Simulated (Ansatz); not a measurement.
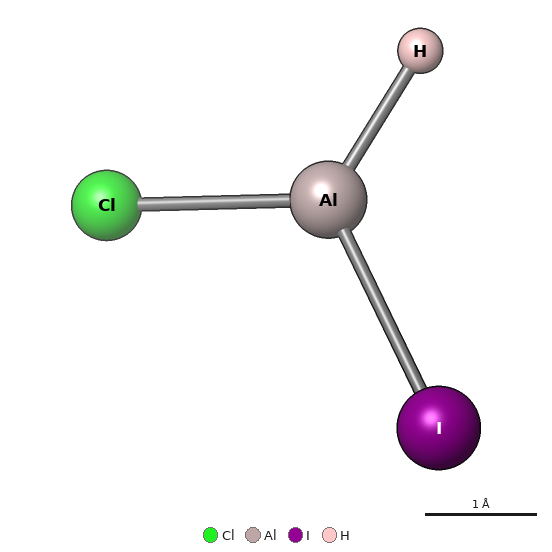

Depth is shown by fading: the farther an atom, the more it takes the colour of the background. Computed geometry: PBE-D4/def2-SVP optimisation. No frequency run is at hand to confirm it as a minimum. Masses are those of the most abundant isotopes; constants are for the rigid equilibrium geometry.

Q: Classify the rotor and give the rotational constants (MHz).

A: An asymmetric top (Cs): A = 14798, B = 1067, C = 995 MHz. Ray's parameter κ is −0.99, close to the prolate limit.
